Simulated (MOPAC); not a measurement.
**Geometry relaxation, with input and output: ZnSiH$_{3}$OF (part 1 of 2)**

ZnSiH$_{3}$OF, SMILES [F][Zn][O][SiH3], computed with PM6-D3, closed shell, dispersion D3 (MOPAC 23.2.5).

The atoms were displaced at random from an optimised geometry.

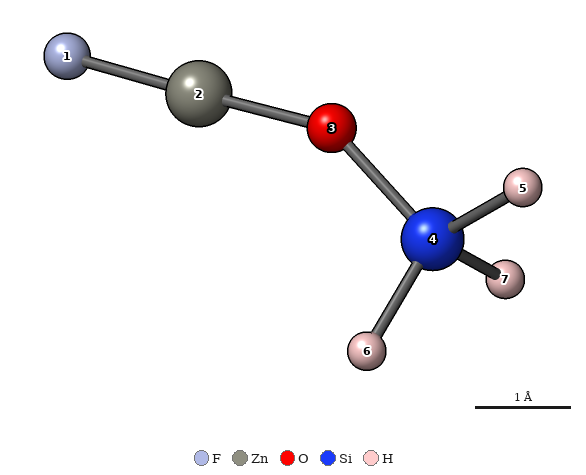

The structure as given in the input (ball-and-stick view, seen at a tilt; atoms are numbered from 1 in the order of the input). Sticks mark near contacts. Bond lengths as drawn: F–Zn 1.76 Å, H–Si 1.47 to 1.50 Å, O–Si 1.63 Å and O–Zn 1.74 Å.

**Summary**

```csv
quantity,value
outcome,converged
total energy,−33.305983 hartree
dispersion energy,−0.002186 hartree
heat of formation,−122.25 kcal/mol
basis functions,24
largest force,0.001 eV/Å
HOMO,−11.13 eV
LUMO,−1.98 eV
dipole moment,0.01 D
hardware,"1 thread of AMD EPYC (Zen 5), 128 GiB of memory available, shared host"
peak memory,0.094 GiB
```

**Notes**

MOPAC's energies along a path are heats of formation.

**Input file (run.mop)**
```
PM6-D3 GNORM=0.05 CYCLES=300 MULLIK DISP EF PRECISE AUX(PRECISION=9) THREADS=1
FH3OSiZn

F     -0.262348    -3.247823     1.852520
Zn    -0.437597    -1.759304     0.938746
O     -0.625914    -0.301773    -0.000761
Si     0.150432     1.023609    -0.547395
H     -0.816857     1.859324    -1.319437
H      0.715369     1.797949     0.563911
H      1.282452     0.606388    -1.446884
```

Launched with:
```bash
mopac run.mop
```

**Output**
```
MOPAC v23.2.5
PM6-D3 CALCULATION RESULTS

 *  PM6-D3     - CORRECT DISPERSION USING D3 METHOD
 *  PRECISE    - TIGHTER CRITERIA TO BE USED
 *  EF         - USE EF ROUTINE FOR MINIMUM SEARCH
 *  THREADS=1  - MULTI-THREADING NOT USED
 *  CYCLES=    - DO A MAXIMUM OF 300 STEPS
 *  GNORM      - EXIT WHEN GRADIENT NORM DROPS BELOW 0.050
 *  AUX        - OUTPUT AUXILIARY INFORMATION
 *  DISP       - PRINT DISPERSION AND HYDROGEN BOND ENERGIES
 *  MULLIK     - THE MULLIKEN ANALYSIS TO BE PERFORMED
PM6-D3 GNORM=0.05 CYCLES=300 MULLIK DISP EF PRECISE AUX(PRECISION=9) THREADS=1
 FH3OSiZn

   ATOM   CHEMICAL          X               Y               Z
  NUMBER   SYMBOL      (ANGSTROMS)     (ANGSTROMS)     (ANGSTROMS)

     1       F         -0.26234800  *  -3.24782300  *   1.85252000  *
     2      Zn         -0.43759700  *  -1.75930400  *   0.93874600  *
     3       O         -0.62591400  *  -0.30177300  *  -0.00076100  *
     4      Si          0.15043200  *   1.02360900  *  -0.54739500  *
     5       H         -0.81685700  *   1.85932400  *  -1.31943700  *
     6       H          0.71536900  *   1.79794900  *   0.56391100  *
     7       H          1.28245200  *   0.60638800  *  -1.44688400  *

          CARTESIAN COORDINATES

    NO.       ATOM           X           Y           Z

     1         F         -0.2623     -3.2478      1.8525
     2        Zn         -0.4376     -1.7593      0.9387
     3         O         -0.6259     -0.3018     -0.0008
     4        Si          0.1504      1.0236     -0.5474
     5         H         -0.8169      1.8593     -1.3194
     6         H          0.7154      1.7979      0.5639
     7         H          1.2825      0.6064     -1.4469

           Empirical Formula: H3 O F Zn Si  =     7 atoms

      MOLECULAR POINT GROUP   :   Cs

      RHF CALCULATION, NO. OF DOUBLY OCCUPIED LEVELS = 11

          Geometry optimization using EF

          DIAGONAL MATRIX USED AS START HESSIAN
```

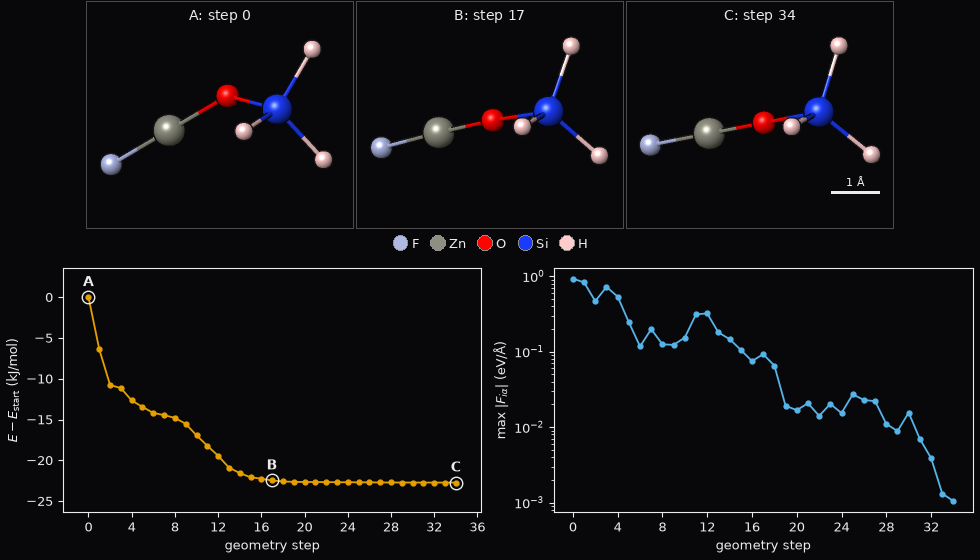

Frames of the relaxation (ball-and-stick view, seen at a tilt) above the curves, on which the letters mark them (steps are counted from 0).

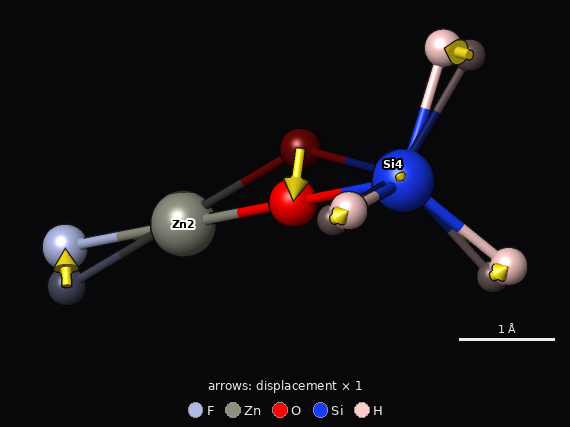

Start (faint) and end (solid) with the displacements as yellow arrows, at true length (ball-and-stick view, seen at a tilt). The two geometries are laid on each other by the best rigid fit. O3 moves most after the best rigid fit: 0.59 Å. By element the largest moves are O 0.59 Å, F 0.44 Å, H 0.43 Å, Si 0.08 Å, Zn 0.07 Å. Among the contacts that change: Zn2–O3 1.744 → 1.624 Å, Si4–H7 1.505 → 1.463 Å, Si4–H5 1.493 → 1.463 Å, F1–Zn2 1.755 → 1.750 Å. Among the angles that change: Zn2–O3–Si4 143.9° → 180.0°, O3–Si4–H6 111.0° → 107.9°, H6–Si4–H7 108.0° → 111.0°. The energy falls by 22.7 kJ/mol in 34 geometry steps. The largest force component goes from 0.93 to 0.001 eV/Å. (Atoms are counted from 1 in the order of the input.)

```
 CYCLE:     1 TIME:   0.008 TIME LEFT:  2.00D  GRAD.:    48.398 HEAT: -116.8206
 CYCLE:     2 TIME:   0.000 TIME LEFT:  2.00D  GRAD.:    32.874 HEAT: -118.3512
 CYCLE:     3 TIME:   0.008 TIME LEFT:  2.00D  GRAD.:    18.485 HEAT: -119.3948
 CYCLE:     4 TIME:   0.000 TIME LEFT:  2.00D  GRAD.:    29.663 HEAT: -119.4852
 CYCLE:     5 TIME:   0.000 TIME LEFT:  2.00D  GRAD.:    17.294 HEAT: -119.8476
 CYCLE:     6 TIME:   0.008 TIME LEFT:  2.00D  GRAD.:     9.956 HEAT: -120.0360
 CYCLE:     7 TIME:   0.000 TIME LEFT:  2.00D  GRAD.:     5.832 HEAT: -120.2129
 CYCLE:     8 TIME:   0.008 TIME LEFT:  2.00D  GRAD.:     7.515 HEAT: -120.2769
 CYCLE:     9 TIME:   0.000 TIME LEFT:  2.00D  GRAD.:     6.312 HEAT: -120.3577
 CYCLE:    10 TIME:   0.000 TIME LEFT:  2.00D  GRAD.:     7.541 HEAT: -120.5321
 CYCLE:    11 TIME:   0.008 TIME LEFT:  2.00D  GRAD.:     9.570 HEAT: -120.8678
 CYCLE:    12 TIME:   0.000 TIME LEFT:  2.00D  GRAD.:    12.243 HEAT: -121.1743
 CYCLE:    13 TIME:   0.000 TIME LEFT:  2.00D  GRAD.:    12.456 HEAT: -121.4664
 CYCLE:    14 TIME:   0.008 TIME LEFT:  2.00D  GRAD.:    10.487 HEAT: -121.8139
 CYCLE:    15 TIME:   0.000 TIME LEFT:  2.00D  GRAD.:     6.272 HEAT: -121.9735
 CYCLE:    16 TIME:   0.000 TIME LEFT:  2.00D  GRAD.:     5.328 HEAT: -122.0986
 CYCLE:    17 TIME:   0.008 TIME LEFT:  2.00D  GRAD.:     3.860 HEAT: -122.1384
 CYCLE:    18 TIME:   0.000 TIME LEFT:  2.00D  GRAD.:     3.704 HEAT: -122.1917
 CYCLE:    19 TIME:   0.000 TIME LEFT:  2.00D  GRAD.:     2.855 HEAT: -122.2200
 CYCLE:    20 TIME:   0.008 TIME LEFT:  2.00D  GRAD.:     1.263 HEAT: -122.2321
 CYCLE:    21 TIME:   0.000 TIME LEFT:  2.00D  GRAD.:     0.894 HEAT: -122.2349
 CYCLE:    22 TIME:   0.000 TIME LEFT:  2.00D  GRAD.:     0.804 HEAT: -122.2373
 CYCLE:    23 TIME:   0.008 TIME LEFT:  2.00D  GRAD.:     0.660 HEAT: -122.2384
 CYCLE:    24 TIME:   0.000 TIME LEFT:  2.00D  GRAD.:     0.945 HEAT: -122.2424
 CYCLE:    25 TIME:   0.000 TIME LEFT:  2.00D  GRAD.:     0.704 HEAT: -122.2435
 CYCLE:    26 TIME:   0.008 TIME LEFT:  2.00D  GRAD.:     0.960 HEAT: -122.2453
 CYCLE:    27 TIME:   0.000 TIME LEFT:  2.00D  GRAD.:     0.843 HEAT: -122.2461
 CYCLE:    28 TIME:   0.000 TIME LEFT:  2.00D  GRAD.:     0.888 HEAT: -122.2498
 CYCLE:    29 TIME:   0.008 TIME LEFT:  2.00D  GRAD.:     0.477 HEAT: -122.2506
 CYCLE:    30 TIME:   0.000 TIME LEFT:  2.00D  GRAD.:     0.431 HEAT: -122.2509
 CYCLE:    31 TIME:   0.000 TIME LEFT:  2.00D  GRAD.:     0.478 HEAT: -122.2520
 CYCLE:    32 TIME:   0.008 TIME LEFT:  2.00D  GRAD.:     0.234 HEAT: -122.2523
 CYCLE:    33 TIME:   0.000 TIME LEFT:  2.00D  GRAD.:     0.140 HEAT: -122.2524
 CYCLE:    34 TIME:   0.000 TIME LEFT:  2.00D  GRAD.:     0.058 HEAT: -122.2524
 CYCLE:    35 TIME:   0.008 TIME LEFT:  2.00D  GRAD.:     0.045 HEAT: -122.2524

     GRADIENT =  0.04461 IS LESS THAN CUTOFF =  0.05000

 -------------------------------------------------------------------------------
 PM6-D3 GNORM=0.05 CYCLES=300 MULLIK DISP EF PRECISE AUX(PRECISION=9) THREADS=1
 FH3OSiZn

     GEOMETRY OPTIMISED USING EIGENVECTOR FOLLOWING (EF).
     SCF FIELD WAS ACHIEVED

                              PM6-D3 CALCULATION

          FINAL HEAT OF FORMATION =       -122.25240 KCAL/MOL =    -511.50405 KJ/MOL

          TOTAL ENERGY            =     -20899.81994 KCAL/MOL = ELECTRONIC ENERGY + CORE-CORE REPULSION
          ENERGY OF ATOMS         =      20778.93903 KCAL/MOL
                              SUM =       -120.88091 KCAL/MOL
          DISPERSION ENERGY       =         -1.37149 KCAL/MOL
                              SUM =       -122.25240 KCAL/MOL = FINAL HEAT OF FORMATION

          TOTAL ENERGY            =       -906.30197 EV
          ELECTRONIC ENERGY       =      -1768.22983 EV
          CORE-CORE REPULSION     =        861.92786 EV
          COSMO AREA              =        120.01 SQUARE ANGSTROMS
          COSMO VOLUME            =         99.20 CUBIC ANGSTROMS

          GRADIENT NORM           =          0.04461          =       0.01686 PER ATOM
          IONIZATION POTENTIAL    =         11.134320 EV
          HOMO LUMO ENERGIES (EV) =        -11.134 -1.983
          NO. OF FILLED LEVELS    =         11
          MOLECULAR WEIGHT        =        131.4870         POINT GROUP:  C3v

          MOLECULAR DIMENSIONS (Angstroms)

            Atom       Atom       Distance
            H     5    F     1     5.62750
            H     7    H     6     2.41076
            H     6    F     1     2.02296

          SCF CALCULATIONS        =         37

          WALL-CLOCK TIME         =      0.109 SECONDS
          COMPUTATION TIME        =      0.075 SECONDS

   ATOM   CHEMICAL          X               Y               Z
  NUMBER   SYMBOL      (ANGSTROMS)     (ANGSTROMS)     (ANGSTROMS)

     1       F         -0.58172165  *  -3.27960314  *   1.78942379  *
     2      Zn         -0.35351509  *  -1.75925869  *   0.95234270  *
     3       O         -0.14229454  *  -0.34874043  *   0.17603859  *
     4      Si          0.07020111  *   1.06535447  *  -0.60235789  *
     5       H         -1.20623776  *   1.44047949  *  -1.21049726  *
     6       H          0.49449554  *   2.06124459  *   0.38146124  *
     7       H          1.09877431  *   0.86631267  *  -1.62321586  *

                             CARTESIAN COORDINATES

   1    F       -0.581721648    -3.279603141     1.789423794
   2   Zn       -0.353515088    -1.759258693     0.952342704
   3    O       -0.142294540    -0.348740432     0.176038588
   4   Si        0.070201113     1.065354465    -0.602357886
   5    H       -1.206237761     1.440479486    -1.210497265
   6    H        0.494495540     2.061244585     0.381461242
   7    H        1.098774306     0.866312666    -1.623215860

           Empirical Formula: H3 O F Zn Si  =     7 atoms

      MOLECULAR POINT GROUP   :   C3v

                  EIGENVALUES
 -41.78182 -29.54079 -19.42891 -16.22607 -16.22607 -15.76653 -14.44966 -14.44948
 -14.36605 -11.13464 -11.13432  -1.98332   0.19217   0.26766   0.26770   0.97218
   0.97231   2.35402   2.35409   3.23565   4.56963   4.85824   4.85841   5.53000

              NET ATOMIC CHARGES AND DIPOLE CONTRIBUTIONS

  ATOM NO.   TYPE          CHARGE      No. of ELECS.   s-Pop       p-Pop       d-Pop
    1          F          -0.033247        7.0332     1.96246     5.07079
    2         Zn           0.254990        1.7450     0.99094     0.75407
    3          O          -0.465893        6.4659     1.50443     4.96146
    4         Si           0.289533        3.7105     1.15529     1.66191     0.89327
    5          H          -0.015126        1.0151     1.01513
    6          H          -0.015130        1.0151     1.01513
    7          H          -0.015127        1.0151     1.01513
 DIPOLE           X         Y         Z       TOTAL
 POINT-CHG.     0.048     0.314    -0.173     0.361
 HYBRID        -0.049    -0.324     0.178     0.372
 SUM           -0.001    -0.010     0.005     0.011

          ATOMIC ORBITAL ELECTRON POPULATIONS

     Atom    s        px        py        pz      x^2-y^2     xz        z^2       yz        xy
    1  F   1.96246   1.96271   1.32769   1.78039
    2 Zn   0.99094   0.10676   0.44382   0.20349
    3  O   1.50443   1.76532   1.50539   1.69075
    4 Si   1.15529   0.67432   0.39385   0.59374   0.18958   0.26161   0.07319   0.22787   0.14102
    5  H   1.01513
    6  H   1.01513
    7  H   1.01513

           MULLIKEN POPULATION ANALYSIS

        MULLIKEN POPULATIONS AND CHARGES

      NO.  ATOM   POPULATION      CHARGE
        1    F     7.048645     -0.048645
        2   Zn     1.704862      0.295138
        3    O     6.566684     -0.566684
        4   Si     3.591919      0.408081
        5    H     1.029296     -0.029296
        6    H     1.029295     -0.029295
        7    H     1.029299     -0.029299

          Chemical-Potential Equalization

          Energy                    =                  NaN   kcal/mol
          Pot(1)                    =                  NaN   eV
          Dipole correction(1)      =                  NaN   au

 *                    *
 * JOB ENDED NORMALLY *
 *                    *

 TOTAL JOB TIME:             0.12 SECONDS

 == MOPAC DONE ==
```

**Trajectory as extended XYZ (Å, eV, eV/Å), 30 of the 35 frames kept, from step=0 to step=34**
```
7
Properties=species:S:1:pos:R:3:forces:R:3 step=0 energy=-5.06582
F    -0.2623   -3.2478    1.8525   -0.0257   0.0509  -0.0169
Zn   -0.4376   -1.7593    0.9387   -0.2482   0.9296  -0.6850
O    -0.6259   -0.3018   -0.0008    0.6228  -0.7668   0.7237
Si    0.1504    1.0236   -0.5474    0.0538   0.2412  -0.7991
H    -0.8169    1.8593   -1.3194    0.2659  -0.3451   0.3094
H     0.7154    1.7979    0.5639   -0.1252  -0.1575   0.0420
H     1.2825    0.6064   -1.4469   -0.5434   0.0478   0.4259
7
Properties=species:S:1:pos:R:3:forces:R:3 step=1 energy=-5.13219
F    -0.2624   -3.2522    1.8614   -0.1100   0.6520  -0.4196
Zn   -0.4418   -1.7428    0.9177   -0.1069  -0.0473   0.0138
O    -0.6141   -0.3325    0.0423    0.8292   0.1872   0.0625
Si    0.1497    1.0280   -0.5659   -0.2099  -0.4749   0.5244
H    -0.8119    1.8467   -1.3024   -0.0451  -0.0802  -0.0172
H     0.7106    1.7932    0.5727   -0.1894  -0.1767  -0.1618
H     1.2736    0.6090   -1.4162   -0.1679  -0.0601  -0.0021
7
Properties=species:S:1:pos:R:3:forces:R:3 step=2 energy=-5.17745
F    -0.2623   -3.2217    1.8420   -0.0861   0.2641  -0.1903
Zn   -0.4457   -1.7337    0.9097   -0.0689  -0.2650   0.1677
O    -0.5901   -0.3478    0.0652    0.4669   0.2780  -0.0983
Si    0.1406    1.0054   -0.5545   -0.0480   0.1062   0.1088
H    -0.8108    1.8328   -1.3016   -0.0653  -0.1687   0.0294
H     0.7022    1.7832    0.5535   -0.1225  -0.0643   0.0764
H     1.2642    0.6071   -1.3999   -0.0761  -0.1503  -0.0938
7
Properties=species:S:1:pos:R:3:forces:R:3 step=4 energy=-5.19708
F    -0.2627   -3.2044    1.8326   -0.0712  -0.1131   0.0383
Zn   -0.4532   -1.7354    0.9091   -0.0382  -0.0220   0.0225
O    -0.5544   -0.3446    0.0679    0.1161  -0.0606   0.0493
Si    0.1313    1.0028   -0.5476    0.5380   0.2160  -0.2299
H    -0.8168    1.8043   -1.2976   -0.2328  -0.0112  -0.0523
H     0.6887    1.7705    0.5632   -0.0836   0.0157   0.0955
H     1.2522    0.5889   -1.4156   -0.2284  -0.0248   0.0766
7
Properties=species:S:1:pos:R:3:forces:R:3 step=5 energy=-5.20526
F    -0.2617   -3.2102    1.8347   -0.0947   0.0056  -0.0365
Zn   -0.4559   -1.7357    0.9090   -0.0008  -0.1213   0.0908
O    -0.5496   -0.3445    0.0720    0.1697   0.0797  -0.0287
Si    0.1352    1.0089   -0.5514    0.2454   0.0646  -0.0948
H    -0.8259    1.8023   -1.3074   -0.1377  -0.0471   0.0107
H     0.6836    1.7696    0.5700   -0.0680   0.0410   0.0511
H     1.2446    0.5861   -1.4169   -0.1139  -0.0226   0.0073
7
Properties=species:S:1:pos:R:3:forces:R:3 step=6 energy=-5.21293
F    -0.2618   -3.2149    1.8341   -0.1175   0.0316  -0.0515
Zn   -0.4619   -1.7376    0.9111    0.0485  -0.0614   0.0564
O    -0.5292   -0.3389    0.0746    0.1094  -0.0167   0.0171
Si    0.1379    1.0158   -0.5558    0.0430   0.0210   0.0315
H    -0.8436    1.7889   -1.3156   -0.0583  -0.0446   0.0573
H     0.6701    1.7683    0.5842   -0.0485   0.0597  -0.0545
H     1.2287    0.5779   -1.4241    0.0234   0.0105  -0.0562
```
